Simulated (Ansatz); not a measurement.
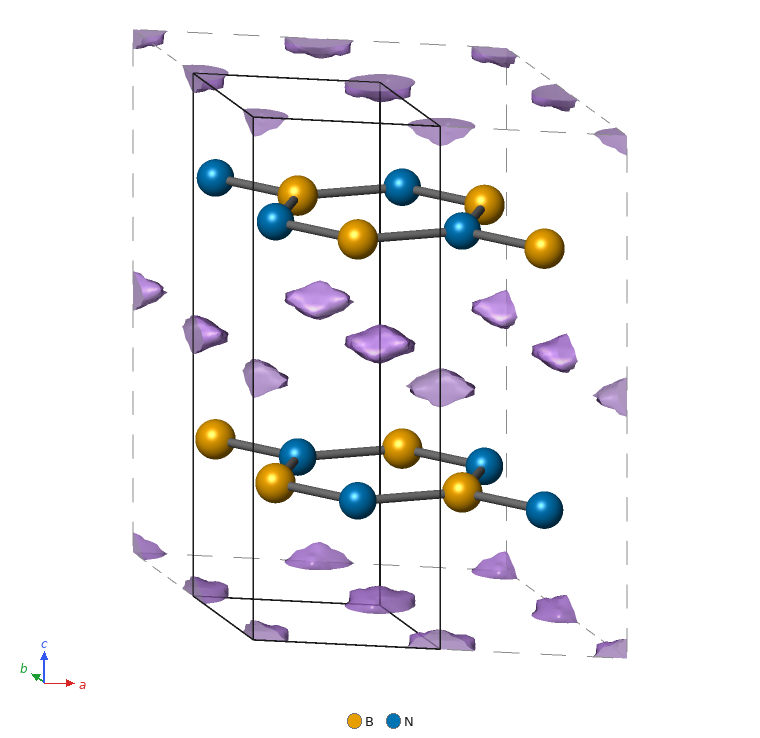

Bond-valence mismatch map for Li+ in BN in space group P6_3/mmc: the purple surface encloses the points where |V − 1| < 0.25 v.u. (2×2×1 cells, view slightly off an axis). Pale faces close the region where the drawn box cuts it.

At each point the valence sum V of a Li+ ion is computed from the anions within 5 Å (s = exp((R0 − d)/b), R0 fitted to published crystal structures with b = 0.37 Å; R0: Li+–N 1.616 Å). Points too close to the other cations are excluded (2.0 Å from B). Li+ is a guest here, not part of the formula. This is an empirical screen for pathways, not an energy calculation.

The cell is taken from coordinates from a relaxation at fixed volume with Ansatz, DFT r2SCAN, scalar-relativistic, plane waves, PAW.

```cif
data_structure
_symmetry_space_group_name_H-M 'P6_3/mmc'
_symmetry_Int_Tables_number 194
_cell_length_a 2.5019
_cell_length_b 2.5019
_cell_length_c 7.0727
_cell_angle_alpha 90.000
_cell_angle_beta 90.000
_cell_angle_gamma 120.000
_cell_volume 38.34
loop_
_atom_site_label
_atom_site_type_symbol
_atom_site_symmetry_multiplicity
_atom_site_Wyckoff_symbol
_atom_site_fract_x
_atom_site_fract_y
_atom_site_fract_z
_atom_site_occupancy
B1 B 2 c 0.33333 0.66667 0.25000 1
N1 N 2 d 0.33333 0.66667 0.75000 1
```

Question: What pathways for Li+ does the map suggest at this level?

Answer: No path at this level: the regions are isolated pockets that do not connect across cells.

Question: At which mismatch do paths open?

Answer: No path opens below 0.7 v.u. These are grid estimates, good to about 0.1 v.u.
